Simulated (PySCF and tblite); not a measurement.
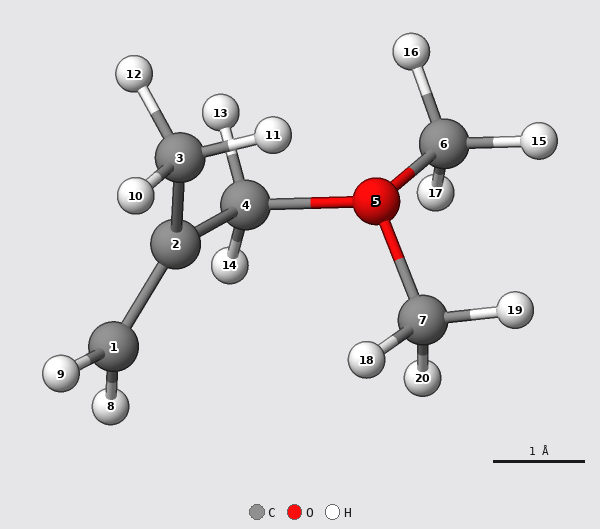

**Figure 1.** The structure (ball-and-stick view, seen at a tilt; atoms are numbered from 1 in the order of the input). Bond lengths as drawn: C–C 1.32 to 1.51 Å, C–H 1.08 to 1.09 Å and C–O 1.44 to 1.48 Å.

**NMR shielding calculation, with input and output: C6H13O (charge +1)**

The run: NMR shielding calculation of C6H13O, charge +1, SMILES C=C(C)C[O+](C)C. Method and program: Relaxed scan: GFN2-xTB geometries with one coordinate held, DFT energies, GIAO shieldings and spin-spin couplings (PySCF and tblite 2.14.0 and 0.8.0).

Some settings of this run were made unusual or wrong on purpose.

Input
```
{"job": {"smiles": "C=C(C)C[O+](C)C", "charge": 1, "mult": 1, "motion": "pyramidal angle", "what": "onium", "atoms": [4], "drives": [{"terms": [["t", [6, 3, 5, 4], 0.3333333333333333], ["t", [3, 5, 6, 4], 0.3333333333333333], ["t", [5, 6, 3, 4], 0.3333333333333333]], "values": [-1.3, -1, -0.7, -0.35, 0, 0.35, 0.7, 1, 1.3], "scaled": true}], "study": "scan", "seed": 538, "jobs": [{"kind": "nmr", "xc": "PBE0", "basis": "pcSseg-1", "solvent": "tetrahydrofuran", "every": 1, "bad": "integration grid far too coarse", "grid": 0}, {"kind": "j", "xc": "B3LYP", "basis": {"default": "6-31G*", "H": "pcJ-1"}, "nuclei": ["H"], "every": 2}], "xc": "PBE0", "basis": "pcSseg-1", "kind": "scan"}, "charge": 1, "multiplicity": 1}
C     -1.868458     0.916682    -1.206172
C     -1.363002     0.126291    -0.270695
C     -1.866498    -1.249584     0.029621
C     -0.229848     0.594223     0.606159
O      0.971858    -0.230257     0.368522
C      1.998472     0.018680     1.348087
C      1.473224    -0.061827    -0.973327
H     -1.498196     1.911249    -1.388871
H     -2.699247     0.602715    -1.812095
H     -2.607277    -1.554887    -0.701690
H     -1.055931    -1.976913     0.030959
H     -2.332428    -1.270769     1.014019
H     -0.487340     0.445138     1.657730
H      0.011997     1.646559     0.429606
H      2.836746    -0.645671     1.139802
H      1.598342    -0.217154     2.333724
H      2.335461     1.057240     1.322978
H      0.648062    -0.233499    -1.664314
H      2.248656    -0.807783    -1.143136
H      1.880259     0.940246    -1.123943
```

The first line tells a small driver script what to run in PySCF and tblite; the rest is the geometry in Å.

Command:
```bash
OMP_NUM_THREADS=1 python <driver script> task.json out
```

What the program printed
```
coordinate    xTB      DFT (kcal/mol)
    37.60    3.500    8.296
    31.40    1.494    3.669
    23.60    2.628    0.996
    13.00    5.869    1.475
    -0.50    8.448    2.381
   -13.20    5.327    1.241
   -24.00    1.410    0.000
   -31.80    0.000    0.562
   -38.00    1.597    3.658
```

Outcome

```json
{"quantity": "outcome", "value": "converged"}
{"quantity": "hardware", "value": "1 CPU thread, shared host"}
{"quantity": "wall time", "value": "5.3 min"}
{"quantity": "peak memory", "value": "1.1 GiB"}
```

Diagnosis

Some settings of this run were drawn to be unusual or wrong. It converged; results that depend on the unusual settings are not reference values.
